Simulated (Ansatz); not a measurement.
Where the default PAW files enter, the runs use the earlier of Ansatz's two default sets.

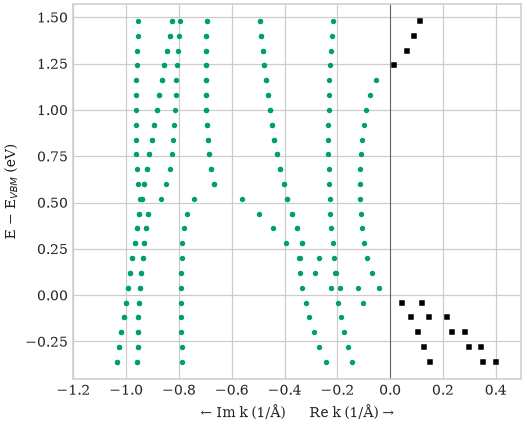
Figure: Complex bands at the centre of the two-dimensional zone; PBEsol (Ansatz, a first-principles code)

No gap correction and no spin-orbit coupling; mid-gap values are interpolated between computed energies.

Task: This is AgI (P6_3mc, wurtzite, 4 atoms a cell, 35.5 Å³ an atom, -2 GPa at this level) along the normal of (100). Read off the slowest decay at the centre of the two-dimensional zone at 0.60 eV, the computed energy nearest the middle of the gap.

Result: κ ≈ 0.12 1/Å, a decay length 1/(2κ) of the density of 4.3 Å.
